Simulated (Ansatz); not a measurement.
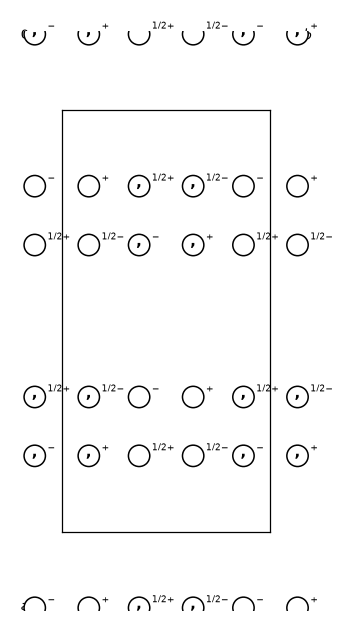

General positions of a space group, projected down c, computed from the operations of a computed or model structure of composition Br.

A circle is a general position, a comma marks the mirror image, + and − with a fraction give the height (along the projection axis: ½+ is ½ plus the coordinate, − is its negative), and a split circle stands for two positions above each other.

> Which space group is it?

Cmce, No. 64; C-centred orthorhombic, point group mmm, 16 general positions a cell.

> Write the general positions (in any order).

For each centring vector (0, 0, 0), (1/2, 1/2, 0):
x, y, z; −x, −y, −z; −x+1/2, −y, z+1/2; x+1/2, y, −z+1/2; x, −y, −z; −x, y, z; −x+1/2, y, −z+1/2; x+1/2, −y, z+1/2
